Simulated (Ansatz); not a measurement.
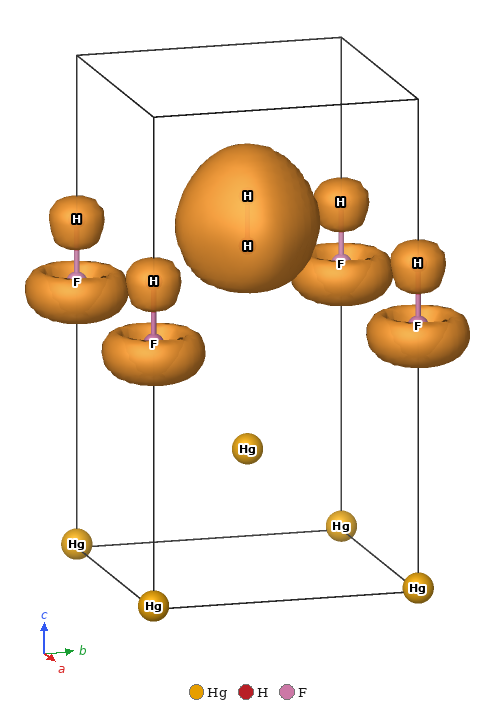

Hg2H3F. Isosurface of the ELF at 0.8 (orange), seen slightly off an axis. Core shells and regions of very low density are left out. Sticks mark near contacts.

Space group P4mm; a generated structure, not necessarily the stable one; changed on purpose from its base cell (volume × 0.91, shape and atoms relaxed).

The calculation used Ansatz 0.2.0, DFT PBE, scalar-relativistic, plane waves, PAW.

In a PAW calculation such maps are meaningful between the atoms, not at the nuclei.

### Identify the bonds, lone pairs and shells in this picture.

At this value the surface marks out two regions around hydrogen nuclei and one region wrapped around F (its valence shell), counted in one cell of 6 atoms. Regions shared between cells count once.

Values along the shortest contacts:
H–H (0.75 Å): the ELF peaks at about 1 between the atoms. F–H (0.95 Å): the ELF climbs to about 0.95 towards the hydrogen, as it does in any bond to H: an ordinary covalent bond to hydrogen.
